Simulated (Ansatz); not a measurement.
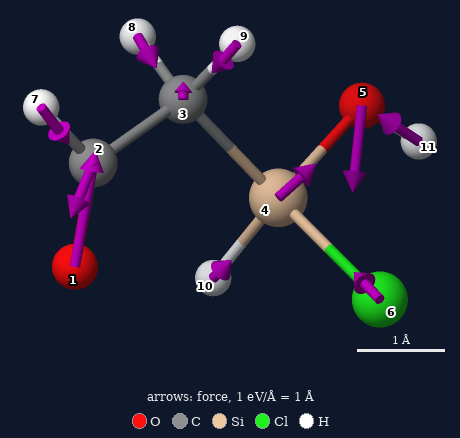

Starting geometry of C2H5ClO2Si with the computed forces as purple arrows. Style: ball-and-stick. Shown from a free direction.

The start comes from PBE-D4/def2-SVP.

Computed with Ansatz, RKS PBE0-D4/def2-TZVP.

The input:
```yaml
crystal:
  periodic: [false, false, false]
  atoms:
    - {symbol: O, position_ang: [-1.911359, 1.366901, 0.107811]}
    - {symbol: C, position_ang: [-1.310902, 0.856197, 1.033836]}
    - {symbol: C, position_ang: [-0.034395, 0.066143, 0.879027]}
    - {symbol: Si, position_ang: [0.458628, -0.236668, -0.917388]}
    - {symbol: O, position_ang: [1.931700, -1.024329, -0.797108]}
    - {symbol: Cl, position_ang: [-0.951262, -1.479653, -1.820447]}
    - {symbol: H, position_ang: [-1.693926, 0.959140, 2.094901]}
    - {symbol: H, position_ang: [0.784862, 0.611767, 1.403418]}
    - {symbol: H, position_ang: [-0.116502, -0.899837, 1.425545]}
    - {symbol: H, position_ang: [0.564805, 1.004058, -1.747719]}
    - {symbol: H, position_ang: [2.343653, -1.280619, -1.641376]}
basis:
  gaussian: {orbitals: def2-TZVP}
hamiltonian: {xc: pbe0, dispersion: d4}
relax: {f_tol: 0.005, max_steps: 150}
```

Run as
```bash
ansatz run in.yaml --threads 4 --pin off --events-out ev --progress --plain --max-ram 10444MiB
```

Question: What follows when this structure is relaxed?

Answer: It isn't relaxed: the largest force vector, on O1, is 1.37 eV/Å. The final displacements follow the starting forces only in part (cosine between the two patterns 0.34). After 36 accepted moves (45 points after the start) the energy has fallen by 3.52 kcal/mol. Largest force component: 1 eV/Å at the start, 0.0046 eV/Å at the end. The line search rejected the trial steps at points 10, 17, 18, 21, 22, 31, 34, 38 and more of the run. H7 moves most after the best rigid fit: 1.40 Å. Largest moves by element: H 1.40 Å, O 1.17 Å, Cl 0.24 Å, C 0.15 Å, Si 0.07 Å. Some distances before and after: Si4–O5 1.675 → 1.632 Å, Si4–Cl6 2.085 → 2.058 Å, C2–H7 1.133 → 1.110 Å, C3–H8 1.115 → 1.093 Å. Bond angles that change, for instance: H8–C3–H9 104.4° → 110.1°, Si4–O5–H11 115.7° → 118.8°, Si4–C3–H8 109.5° → 106.9°. Groups turn about C2–C3 by about 90°. The run took 3.8 min on 4 threads of Arm Neoverse V1, on a shared host.
